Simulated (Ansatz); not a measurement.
# H4OS3Ti: a spread of methods and bases

How do the results and run time of H4OS3Ti respond when the settings are drawn wide?

The runs use Ansatz 0.2.0, Gaussian basis; the settings change from run to run.

## 1. The molecule

The structure was relaxed beforehand with PBE0-D4 in a triple-zeta def2 set.

SMILES `[OH][Ti]([SH])([SH])[SH]`, 9 atoms, charge 0, spin multiplicity 1.

Atoms are counted from 1 here; the program's logs count them from 0.

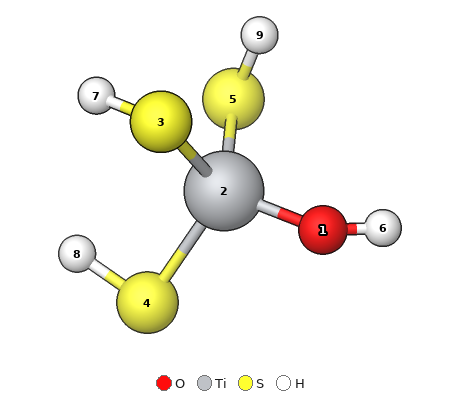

The structure; oxygen red, titanium light grey, sulfur yellow, hydrogen white; atoms are numbered from 1 in the order of the file.

## 2. B97/def2-TZVPD

Options: atoms shaken by 0.15 Å.

in.yaml

```yaml
crystal:
  periodic: [false, false, false]
  atoms:
    - {symbol: O, position_ang: [1.051874, 1.920676, -0.703974]}
    - {symbol: Ti, position_ang: [0.059250, 0.179472, -0.246444]}
    - {symbol: S, position_ang: [1.401564, -1.341741, -0.515707]}
    - {symbol: S, position_ang: [-1.398532, 0.155476, -1.808794]}
    - {symbol: S, position_ang: [-1.314421, -0.148372, 1.611812]}
    - {symbol: H, position_ang: [0.888368, 2.650802, 0.302722]}
    - {symbol: H, position_ang: [0.449766, -2.472703, -0.369782]}
    - {symbol: H, position_ang: [-1.822323, -1.323471, -1.444231]}
    - {symbol: H, position_ang: [0.365289, -0.036072, 2.351354]}
basis:
  gaussian: {orbitals: def2-TZVPD}
hamiltonian: {xc: {name: B97}}
```

Started as:

```
> ansatz run in.yaml --threads 4 --pin off --events-out ev --progress --plain --max-ram 11315MiB
```

Output:

```text
Functional definition: B97
  name "B97"
  cite "Becke, J. Chem. Phys. 107, 8554 (1997) doi:10.1063/1.475007"
  parameter cx = 0.1943
  parameter cx0 = 0.8094
  parameter cx1 = 0.5073
  parameter cx2 = 0.7481
  parameter css0 = 0.1737
  parameter css1 = 2.3487
  parameter css2 = -2.4868
  parameter cos0 = 0.9454
  parameter cos1 = 0.7471
  parameter cos2 = -4.5961
  exchange = spin_sum(e_x_unif_s*poly(b97_u_x, cx0, cx1, cx2)) + cx*exact_x
  correlation = spin_sum(e_c_pw_same_spin*poly(b97_u_same, css0, css1, css2))
      + integral(e_c_pw_opposite_spin*poly(b97_u_opposite, cos0, cos1, cos2))
1763 factors; their error is unknown
mean field evaluation 1: about -57718.9756 eV, gradient 6.6e1 eV
mean field evaluation 2: about -57528.3097 eV, gradient 1.9e2 eV
mean field evaluation 4: about -57722.7060 eV, gradient 4.9e1 eV
mean field evaluation 8: about -57728.3331 eV, gradient 1.8e0 eV
mean field evaluation 16: about -57728.4858 eV, gradient 2.8e-2 eV
mean field -57728.48579633 eV, -2121.4827232419 hartree, gradient 3.4e-5 eV, S^2 0.000000; 0 other end points of the search recorded, 0 dependent functions left out
reference -57728.48584841 eV, -2121.4827251559 hartree; 41, 41 occupied and 221, 221 virtual orbitals, 1763 factors
Total energy: -57728.48584841 eV, -2121.4827251559 hartree
```

Wall time 3.5 s (4 threads of AMD EPYC 9R45, shared host); peak memory 0.87 GiB.

## 3. revPBE0/x2c-TZVPPall

This run has D4 dispersion.

in.yaml

```yaml
crystal:
  periodic: [false, false, false]
  atoms:
    - {symbol: O, position_ang: [0.834175, 1.861464, -0.314602]}
    - {symbol: Ti, position_ang: [0.062831, 0.287490, -0.195247]}
    - {symbol: S, position_ang: [1.678857, -1.310402, -0.461597]}
    - {symbol: S, position_ang: [-1.613987, 0.202277, -1.734812]}
    - {symbol: S, position_ang: [-1.004088, -0.067896, 1.796415]}
    - {symbol: H, position_ang: [0.970830, 2.682602, 0.159705]}
    - {symbol: H, position_ang: [0.794338, -2.289863, -0.188815]}
    - {symbol: H, position_ang: [-1.800641, -1.112288, -1.503467]}
    - {symbol: H, position_ang: [0.166084, -0.299586, 2.425220]}
basis:
  gaussian: {orbitals: x2c-TZVPPall}
hamiltonian: {xc: {name: revPBE0}, dispersion: d4}
```

Same command.

Output, shortened:

```text
Functional definition: revPBE0
  name "revPBE0"
  cite "Zhang & Yang, Phys. Rev. Lett. 80, 890 (1998) doi:10.1103/PhysRevLett.80.890"
  cite "Adamo & Barone, J. Chem. Phys. 110, 6158 (1999) doi:10.1063/1.478522"
  cite "Perdew, Burke & Ernzerhof, Phys. Rev. Lett. 77, 3865 (1996) doi:10.1103/PhysRevLett.77.3865"
[...]
1821 factors; their error is unknown
[...]
mean field -57940.63429087 eV, -2129.2790366171 hartree, gradient 7.9e-5 eV, S^2 0.000000; 0 other end points of the search recorded, 0 dependent functions left out
reference -57940.63433423 eV, -2129.2790382103 hartree; 41, 41 occupied and 236, 236 virtual orbitals, 1821 factors
Total energy: -57941.32320074 eV, -2129.3043535877 hartree
Relativity: scalar
```

Wall time 1.8 s (4 threads of AMD EPYC 9R45, shared host); peak memory 0.81 GiB.

## 4. r2SCAN0/STO-3G

Set apart from the defaults: D3(BJ) dispersion, relativity set to none.

in.yaml, as its differences from that of step 3:

```diff
@@ -13,3 +13,3 @@
 basis:
-  gaussian: {orbitals: x2c-TZVPPall}
-hamiltonian: {xc: {name: revPBE0}, dispersion: d4}
+  gaussian: {orbitals: STO-3G}
+hamiltonian: {xc: {name: r2SCAN0}, dispersion: d3bj, pseudopotentials: {relativity: none}}
```

Launched as before.

Output, shortened:

```text
Warning: the engine holds no damping parameters fitted to this dispersion correction and functional, so the run takes those fitted to r2scan0 beside the three-body term, which d3bj leaves out (hamiltonian.dispersion, under Limitations)
Functional definition: r2SCAN0
  name "r2SCAN0"
  cite "Bursch, Neugebauer, Ehlert & Grimme, J. Chem. Phys. 156, 134105 (2022) doi:10.1063/5.0086040"
  cite "Furness, Kaplan, Ning, Perdew & Sun, J. Phys. Chem. Lett. 11, 8208 (2020) doi:10.1021/acs.jpclett.0c02405"
  cite "Furness, Kaplan, Ning, Perdew & Sun, J. Phys. Chem. Lett. 11, 9248 (2020) doi:10.1021/acs.jpclett.0c03077"
  parent r2scan
[...]
667 factors; integrals over basis functions are off by at most 1.3e-4 eV
[...]
mean field -57112.40259499 eV, -2098.8420831890 hartree, gradient 2.2e-5 eV, S^2 0.000000; 0 other end points of the search recorded, 0 dependent functions left out
reference -57112.40260015 eV, -2098.8420833786 hartree; 41, 41 occupied and 13, 13 virtual orbitals, 667 factors
Total energy: -57112.51808783 eV, -2098.8463274726 hartree
```

It took 0.55 s on 4 threads of AMD EPYC 9R45, shared host.

## 5. CAM-B3LYP/ANO-RCC-VTZP

Options: D3(BJ) dispersion.

in.yaml, as its differences from that of step 4:

```diff
@@ -13,3 +13,4 @@
 basis:
-  gaussian: {orbitals: STO-3G}
-hamiltonian: {xc: {name: r2SCAN0}, dispersion: d3bj, pseudopotentials: {relativity: none}}
+  gaussian: {orbitals: ANO-RCC-VTZP}
+hamiltonian: {xc: {name: CAM-B3LYP}, dispersion: d3bj}
+output: {forces: true}
```

Launched as before.

Output, shortened:

```text
Functional definition: CAM-B3LYP
  name "CAM-B3LYP"
  cite "Yanai, Tew & Handy, Chem. Phys. Lett. 393, 51 (2004) doi:10.1016/j.cplett.2004.06.011"
  cite "Iikura, Tsuneda, Yanai & Hirao, J. Chem. Phys. 115, 3540 (2001) doi:10.1063/1.1383587"
  cite "Becke, Phys. Rev. A 38, 3098 (1988) doi:10.1103/PhysRevA.38.3098"
  cite "Lee, Yang & Parr, Phys. Rev. B 37, 785 (1988) doi:10.1103/PhysRevB.37.785"
  cite "Vosko, Wilk & Nusair, Can. J. Phys. 58, 1200 (1980) doi:10.1139/p80-159"
[...]
  # Exact exchange under (alpha + beta erf(omega r))/r, Becke's under what is left of 1/r.
[...]
2067 factors; their error is unknown
481 factors; integrals over basis functions are off by at most 6.5e-6 eV
[...]
mean field -57951.97063513 eV, -2129.6956395843 hartree, gradient 4.5e-5 eV, S^2 0.000000; 0 other end points of the search recorded, 0 dependent functions left out
[...]
Total energy: -57952.28536393 eV, -2129.7072056546 hartree
Relativity: scalar
Atom 0 at     0.834175     1.861464    -0.314602 Å, force    -0.022233    -0.010656     0.038202 eV/Å
Atom 1 at     0.062831     0.287490    -0.195247 Å, force    -0.033490    -0.012606    -0.030992 eV/Å
Atom 2 at     1.678857    -1.310402    -0.461597 Å, force    -0.076988    -0.027515     0.016553 eV/Å
Atom 3 at    -1.613987     0.202277    -1.734812 Å, force     0.035676    -0.071849     0.032194 eV/Å
Atom 4 at    -1.004088    -0.067896     1.796415 Å, force     0.111829    -0.000728     0.034011 eV/Å
Atom 5 at     0.970830     2.682602     0.159705 Å, force     0.012393    -0.002027    -0.027467 eV/Å
Atom 6 at     0.794338    -2.289863    -0.188815 Å, force     0.072117     0.036897    -0.021489 eV/Å
Atom 7 at    -1.800641    -1.112288    -1.503467 Å, force    -0.010979     0.074529    -0.029324 eV/Å
Atom 8 at     0.166084    -0.299586     2.425220 Å, force    -0.088327     0.013954    -0.011688 eV/Å
Dipole moment:     0.124792     0.155567     0.217141 e Å
```

Run time: 9 s. Hardware: 4 threads of AMD EPYC 9R45, shared host; peak memory 1.6 GiB.

Largest force 0.117 eV/Å, dipole 1.42 D.

## 6. CAM-B3LYP/def2-TZVPD

This run has unrestricted orbitals, coordinates scaled by 1.05.

in.yaml

```yaml
crystal:
  periodic: [false, false, false]
  atoms:
    - {symbol: O, position_ang: [0.875884, 1.954537, -0.330332]}
    - {symbol: Ti, position_ang: [0.065972, 0.301865, -0.205009]}
    - {symbol: S, position_ang: [1.762800, -1.375922, -0.484677]}
    - {symbol: S, position_ang: [-1.694687, 0.212391, -1.821553]}
    - {symbol: S, position_ang: [-1.054293, -0.071291, 1.886235]}
    - {symbol: H, position_ang: [1.019371, 2.816732, 0.167690]}
    - {symbol: H, position_ang: [0.834055, -2.404356, -0.198256]}
    - {symbol: H, position_ang: [-1.890673, -1.167903, -1.578640]}
    - {symbol: H, position_ang: [0.174389, -0.314565, 2.546481]}
basis:
  gaussian: {orbitals: def2-TZVPD}
magnetization: {spin_polarized: true, initial_magnetization: 0}
hamiltonian: {xc: {name: CAM-B3LYP}}
```

The command is unchanged.

Output, shortened:

```text
Functional definition: CAM-B3LYP
  name "CAM-B3LYP"
  cite "Yanai, Tew & Handy, Chem. Phys. Lett. 393, 51 (2004) doi:10.1016/j.cplett.2004.06.011"
  cite "Iikura, Tsuneda, Yanai & Hirao, J. Chem. Phys. 115, 3540 (2001) doi:10.1063/1.1383587"
  cite "Becke, Phys. Rev. A 38, 3098 (1988) doi:10.1103/PhysRevA.38.3098"
  cite "Lee, Yang & Parr, Phys. Rev. B 37, 785 (1988) doi:10.1103/PhysRevB.37.785"
  cite "Vosko, Wilk & Nusair, Can. J. Phys. 58, 1200 (1980) doi:10.1139/p80-159"
[...]
  # Exact exchange under (alpha + beta erf(omega r))/r, Becke's under what is left of 1/r.
[...]
1763 factors; their error is unknown
552 factors; integrals over basis functions are off by at most 3.3e-5 eV
[...]
mean field -57740.80947981 eV, -2121.9356102567 hartree, gradient 4.4e-5 eV, S^2 0.000000; 0 other end points of the search recorded, 0 dependent functions left out
reference -57740.80965554 eV, -2121.9356167145 hartree; 41, 41 occupied and 221, 221 virtual orbitals, 1763 factors
Total energy: -57740.80965554 eV, -2121.9356167145 hartree
```

Wall time 6 s (4 threads of AMD EPYC 9R45, shared host); peak memory 1.7 GiB.

⟨S²⟩ 0.000.

## 7. wB97X-V/def2-SVPD

Set apart from the defaults: relativity set to scalar, the search for lower states set to light.

in.yaml

```yaml
crystal:
  periodic: [false, false, false]
  atoms:
    - {symbol: O, position_ang: [0.834175, 1.861464, -0.314602]}
    - {symbol: Ti, position_ang: [0.062831, 0.287490, -0.195247]}
    - {symbol: S, position_ang: [1.678857, -1.310402, -0.461597]}
    - {symbol: S, position_ang: [-1.613987, 0.202277, -1.734812]}
    - {symbol: S, position_ang: [-1.004088, -0.067896, 1.796415]}
    - {symbol: H, position_ang: [0.970830, 2.682602, 0.159705]}
    - {symbol: H, position_ang: [0.794338, -2.289863, -0.188815]}
    - {symbol: H, position_ang: [-1.800641, -1.112288, -1.503467]}
    - {symbol: H, position_ang: [0.166084, -0.299586, 2.425220]}
basis:
  gaussian: {orbitals: def2-SVPD}
hamiltonian: {xc: {name: wB97X-V}, pseudopotentials: {relativity: scalar}}
scf: {lower_state_search: light}
output: {forces: true}
```

The command is unchanged.

Output, shortened:

```text
Functional definition: wB97X-V
  name "wB97X-V"
  cite "Mardirossian & Head-Gordon, Phys. Chem. Chem. Phys. 16, 9904 (2014) doi:10.1039/C3CP54374A"
  cite "Becke, J. Chem. Phys. 107, 8554 (1997) doi:10.1063/1.475007"
  cite "Vydrov & Van Voorhis, J. Chem. Phys. 133, 244103 (2010) doi:10.1063/1.3521275"
[...]
      + integral(e_c_pw_opposite_spin*poly(b97_u_opposite, cos0, cos1)) + vv10(b, c)
1636 factors; integrals over basis functions are off by at most 1.2e-3 eV
536 factors; integrals over basis functions are off by at most 1.6e-5 eV
[...]
mean field -57895.74224620 eV, -2127.6292844041 hartree, gradient 2.5e-5 eV, S^2 0.000000; 0 other end points of the search recorded, 0 dependent functions left out
[...]
reference -57895.74224294 eV, -2127.6292842846 hartree; 41, 41 occupied and 129, 129 virtual orbitals, 1636 factors
Total energy: -57895.74224294 eV, -2127.6292842846 hartree
Relativity: scalar
Atom 0 at     0.834175     1.861464    -0.314602 Å, force    -0.199926    -0.474936    -0.021165 eV/Å
Atom 1 at     0.062831     0.287490    -0.195247 Å, force     0.031128     0.135904    -0.082232 eV/Å
Atom 2 at     1.678857    -1.310402    -0.461597 Å, force    -0.027731     0.216848    -0.000965 eV/Å
Atom 3 at    -1.613987     0.202277    -1.734812 Å, force     0.169853     0.146534     0.107939 eV/Å
Atom 4 at    -1.004088    -0.067896     1.796415 Å, force    -0.026055     0.055459    -0.199333 eV/Å
Atom 5 at     0.970830     2.682602     0.159705 Å, force     0.052584     0.209386     0.075607 eV/Å
Atom 6 at     0.794338    -2.289863    -0.188815 Å, force    -0.087013    -0.115619     0.031720 eV/Å
Atom 7 at    -1.800641    -1.112288    -1.503467 Å, force    -0.029789    -0.142791     0.016972 eV/Å
Atom 8 at     0.166084    -0.299586     2.425220 Å, force     0.116950    -0.030785     0.071456 eV/Å
Dipole moment:     0.138824     0.157791     0.222226 e Å
```

It took 4.6 s on 4 threads of AMD EPYC 9R45, shared host; peak memory 0.8 GiB.

Largest force 0.516 eV/Å, dipole 1.47 D.

## 8. PBE-QIDH/x2c-TZVPPall

This run has charge +1, multiplicity 2, a grid of angular degree 23, relativity set to scalar, high accuracy.

in.yaml, as its differences from that of step 7:

```diff
@@ -13,5 +13,6 @@
 basis:
-  gaussian: {orbitals: def2-SVPD}
-hamiltonian: {xc: {name: wB97X-V}, pseudopotentials: {relativity: scalar}}
-scf: {lower_state_search: light}
-output: {forces: true}
+  gaussian: {orbitals: x2c-TZVPPall, final_grid: {core_spheres: 8, valence_spheres: 7, degree: 23}}
+total_charge: 1
+magnetization: {spin_polarized: true, initial_magnetization: 1}
+hamiltonian: {xc: {name: PBE-QIDH}, pseudopotentials: {relativity: scalar}}
+accuracy: high
```

The command is unchanged.

Output, shortened:

```text
Functional definition: PBE-QIDH
  name "PBE-QIDH"
  cite "Brémond, Sancho-García, Pérez-Jiménez & Adamo, J. Chem. Phys. 141, 031101 (2014) doi:10.1063/1.4890314"
  cite "Perdew, Burke & Ernzerhof, Phys. Rev. Lett. 77, 3865 (1996) doi:10.1103/PhysRevLett.77.3865"
[...]
4768 factors; integrals over basis functions are off by at most 5.8e-8 eV
[...]
mean field -57897.50719006 eV, -2127.6941448949 hartree, gradient 3.2e-8 eV, S^2 0.853073; 6 other end points of the search recorded, 0 dependent functions left out
21 core orbitals not correlated: weight in the atoms' cores, before any rotation towards them, 1.000 or more for the frozen orbitals, at most 0.000 for the correlated occupied ones
reference -57897.50719160 eV, -2127.6941449514 hartree; 20, 19 occupied and 236, 237 virtual orbitals, 4768 factors
second order -38.05504371 eV of doubles, -0.00000000 eV of singles
Total energy: -57910.19220617 eV, -2128.1603106386 hartree
Relativity: scalar
```

It took 28 s on 4 threads of AMD EPYC 9R45, shared host; peak memory 2.8 GiB.

⟨S²⟩ 0.853. The spin excess of 0.10 shows a contaminated determinant.

## 9. PBEsol/6-31G

Options: D3(BJ) with three-body dispersion, high accuracy.

in.yaml, as its differences from that of step 8:

```diff
@@ -13,6 +13,5 @@
 basis:
-  gaussian: {orbitals: x2c-TZVPPall, final_grid: {core_spheres: 8, valence_spheres: 7, degree: 23}}
-total_charge: 1
-magnetization: {spin_polarized: true, initial_magnetization: 1}
-hamiltonian: {xc: {name: PBE-QIDH}, pseudopotentials: {relativity: scalar}}
+  gaussian: {orbitals: 6-31G}
+hamiltonian: {xc: {name: PBEsol}, dispersion: d3bjatm}
 accuracy: high
+output: {forces: true}
```

The command is unchanged.

Output, shortened:

```text
Functional definition: PBEsol
  name "PBEsol"
  cite "Perdew et al., Phys. Rev. Lett. 100, 136406 (2008) doi:10.1103/PhysRevLett.100.136406"
  cite "Perdew, Burke & Ernzerhof, Phys. Rev. Lett. 77, 3865 (1996) doi:10.1103/PhysRevLett.77.3865"
  parent pbesol
[...]
2092 factors; integrals over basis functions are off by at most 5.2e-9 eV
[...]
mean field -57626.44571462 eV, -2117.7328194045 hartree, gradient 6.9e-8 eV, S^2 0.000000; 0 other end points of the search recorded, 0 dependent functions left out
[...]
reference -57626.44572131 eV, -2117.7328196504 hartree; 41, 41 occupied and 44, 44 virtual orbitals, 2092 factors
Total energy: -57626.60136559 eV, -2117.7385394722 hartree
Atom 0 at     0.834175     1.861464    -0.314602 Å, force    -0.269923    -0.947003    -0.247225 eV/Å
Atom 1 at     0.062831     0.287490    -0.195247 Å, force     0.142803     0.476677    -0.332884 eV/Å
Atom 2 at     1.678857    -1.310402    -0.461597 Å, force     0.799778     0.692059    -0.201614 eV/Å
Atom 3 at    -1.613987     0.202277    -1.734812 Å, force     0.080267     1.053062    -0.282909 eV/Å
Atom 4 at    -1.004088    -0.067896     1.796415 Å, force    -0.999740     0.138960    -0.374259 eV/Å
Atom 5 at     0.970830     2.682602     0.159705 Å, force     0.270990     1.081075     0.398765 eV/Å
Atom 6 at     0.794338    -2.289863    -0.188815 Å, force    -0.672979    -1.056185     0.209301 eV/Å
Atom 7 at    -1.800641    -1.112288    -1.503467 Å, force    -0.326162    -1.209647     0.091654 eV/Å
Atom 8 at     0.166084    -0.299586     2.425220 Å, force     0.974966    -0.228997     0.739172 eV/Å
Dipole moment:     0.180496     0.111277     0.332717 e Å
```

Wall time 2.2 s (4 threads of AMD EPYC 9R45, shared host).

Largest force 1.270 eV/Å, dipole 1.90 D.

## 10. All runs side by side

```csv
level,charge,multiplicity,geometry,functions,energy (eV),time
B97/def2-TZVPD,0,1,shaken,262,-57728.486,3.5 s
revPBE0/x2c-TZVPPall,0,1,relaxed,277,-57941.323,1.8 s
r2SCAN0/STO-3G,0,1,relaxed,54,-57112.518,0.55 s
CAM-B3LYP/ANO-RCC-VTZP,0,1,relaxed,247,-57952.285,9 s
CAM-B3LYP/def2-TZVPD,0,1,scaled,262,-57740.810,6 s
wB97X-V/def2-SVPD,0,1,relaxed,170,-57895.742,4.6 s
PBE-QIDH/x2c-TZVPPall,1,2,relaxed,277,-57910.192,28 s
PBEsol/6-31G,0,1,relaxed,85,-57626.601,2.2 s
```

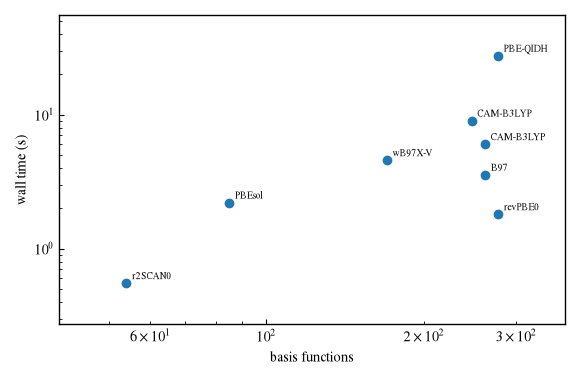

Wall time against the number of basis functions (shared host).

## 11. What came out

| quantity | value |
| --- | --- |
| runs | 8 |
| quickest | r2SCAN0/STO-3G, 0.55 s |
| slowest | PBE-QIDH/x2c-TZVPPall, 28 s |
| spread of total energies, same state and geometry | 839.8 eV |
| dipole, same state and geometry | 1.42 to 1.90 D |

Run time spans a factor of 50, from r2SCAN0/STO-3G to PBE-QIDH/x2c-TZVPPall. The jobs differ in tasks and options as well as level. The totals spread over 840 eV; they can't be compared across methods or bases. Some of these runs are scalar-relativistic and others not, which shifts the totals of all-electron atoms past neon by eV; core potentials, where a basis has them, take the core out of the total altogether. At the PBE0-D4/def2-TZVP geometry and in the same state, runs without warnings or point charges leave forces up to 1.27 eV/Å (PBEsol/6-31G). At that geometry and state the dipole changes by 34 % between the lowest and highest value.
